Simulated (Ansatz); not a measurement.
One crystal and one scan (energy against volume) at two levels, PBE (plane waves to 420 eV, PAW, scalar-relativistic; Ansatz, a quantum-chemistry and plane-wave program) and PBEsol (plane waves to 420 eV, PAW, scalar-relativistic; Ansatz), each from its own relaxed cell and on its own mesh. The cell shown is that of PBE.

CrO2 (rutile)

```xyz
6
Lattice="4.4446 0.0000 0.0000 0.0000 4.4446 0.0000 0.0000 0.0000 2.9209" Properties=species:S:1:pos:R:3 pbc="T T T"
Cr     0.0000     0.0000     0.0000
Cr     2.2223     2.2223     1.4604
O      1.3493     1.3493     0.0000
O      3.5715     0.8730     1.4604
O      0.8730     3.5715     1.4604
O      3.0953     3.0953     0.0000
```

This relaxed cell (volume V₀) is scaled evenly in all directions, its shape held. The atoms relax within the cell's symmetry.

E stands for the smeared free energy. CrO2 is run spin-polarised and with no Hubbard U. CrO2 was relaxed with its symmetry unable to fall. Relaxed CrO2 ends ferromagnetic. Other magnetic orders were not checked, so this need not be the ground state. (PBE) Relaxed CrO2 ends ferromagnetic. (PBEsol) Relaxed CrO2 ends ferromagnetic. With the shape held, the modulus is that of even scaling; a crystal free to change shape is softer. Percentages come from the unrounded values. Both scans cover V/V₀ from 0.900 to 1.100.

```csv
quantity,PBE,PBEsol,PBE − PBEsol
Lattice constant a (Å),4.445,4.392,+0.053 (+1.2 %)
Lattice constant c (Å),2.921,2.888,+0.033 (+1.2 %)
Relaxed volume (Å³/atom),9.62,9.29,+0.33 (+3.6 %)
Magnetic moment of the relaxed cell (μB/cell),4.00,4.00,0.00
Pressure at the smallest volume (GPa),31.7,35.0,-3.3 (-9.4 %)
Energy cost of the largest compression (meV/atom),86,92,-6 (-6 %)
Energy cost of the largest expansion (meV/atom),59,63,-4 (-7 %)
Bulk modulus at fixed cell shape B₀ (third-order Birch-Murnaghan fit) (GPa),234.5,259.7,-25.2 (-9.7 %)
Pressure derivative B₀′ (fit),4.8,4.7,+0.1 (+1 %)
Pressure for 5 % compression (fit) (GPa),13.6,15.0,-1.4 (-10 %)
```

PBE gives the higher value for: lattice constant a; lattice constant c; relaxed volume. PBE gives the lower value for: pressure at the smallest volume; energy cost of the largest compression; energy cost of the largest expansion; bulk modulus at fixed cell shape B₀; pressure for 5 % compression. They agree on: magnetic moment of the relaxed cell (within 1.5 %); pressure derivative B₀′ (within 1.5 %). Neither level is exact: the differences show how much the result hangs on the functional.

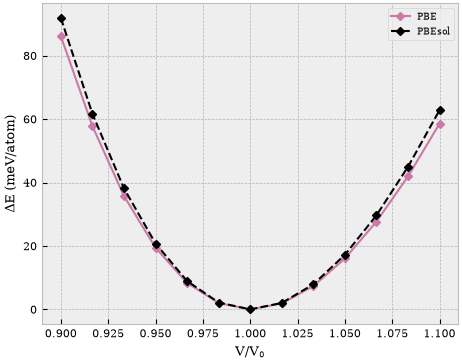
Figure: ΔE, each from the relaxed starting cell of its own level.

(A scan under strain: stresses follow from slopes of the energy per volume, elastic moduli from its curvatures.)
